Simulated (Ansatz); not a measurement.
| atom | x (Å) | y (Å) | z (Å) |
| --- | --- | --- | --- |
| Al | 0.0000 | 0.0000 | -0.1758 |
| F | 0.0000 | 0.0000 | 1.4499 |
| Cl | 1.8097 | 0.0000 | -1.1872 |
| Cl | -1.8097 | 0.0000 | -1.1872 |
| Cl | 0.0000 | 0.0000 | 4.5502 |

Level of theory: Ansatz, UHF/6-31G*.

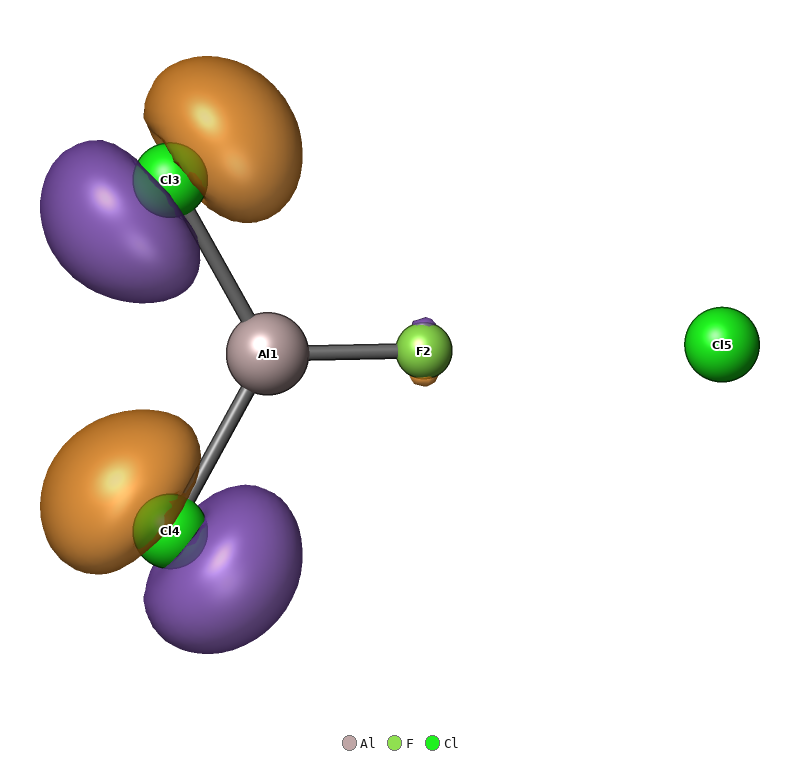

AlCl₂F···Cl (doublet). The HOMO (α) at ±0.15 Å⁻³ᐟ² (orange and purple are the two phases), seen at a tilt.

### What is the character of this orbital?

Its weight (Hirshfeld) is mainly on Cl3 (about 45 %) and Cl4 (about 45 %); it is symmetric in the molecular plane (an in-plane orbital: σ, lone-pair or in-plane π type); largely a combination of lone pairs on Cl3 and Cl4. Its energy is −13.03 eV.
